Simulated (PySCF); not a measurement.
# C2H5ClO2Si: the cost of one run

Programs: PySCF 2.14.0, with routines of our own; each step states its level. All values are computed. Atoms count from 0.

## Step 1: The starting structure

11 atoms, charge 0, multiplicity 1; geometry from: GFN2-xTB.

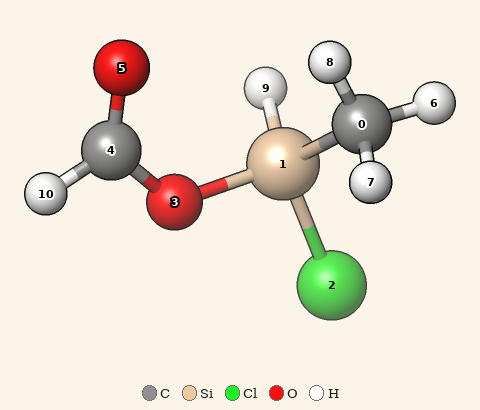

The starting geometry (carbon grey, silicon light orange, chlorine green, oxygen red, hydrogen white).

## Step 2: Optimising the geometry at PBE0-D3(BJ)/def2-SVP

The job: settings as JSON, then the geometry in Å.

```
{"job": {"xc": "PBE0", "basis": "def2-SVP", "d3": "d3bj", "grid": 1, "kind": "geom"}, "charge": 0, "multiplicity": 1}
C     -1.443807    -0.344109     0.550371
Si    -0.328524     0.764517    -0.503984
Cl    -0.588226     2.706108    -0.105169
O      1.276562     0.582942    -0.054832
C      1.965827    -0.533143    -0.092626
O      1.553773    -1.594398    -0.447727
H     -2.493117    -0.196731     0.313230
H     -1.316753    -0.141225     1.612899
H     -1.209572    -1.392328     0.384751
H     -0.410862     0.511160    -1.934930
H      3.000121    -0.360123     0.252053
```

Run with:

```sh
OMP_NUM_THREADS=1 python excited_run.py task.json out
```

One launch serves the whole session: the jobs run in the order shown.

**Question.** How long does this run take on 1 thread of Intel Xeon Platinum 8488C, shared host?

About 38 s.
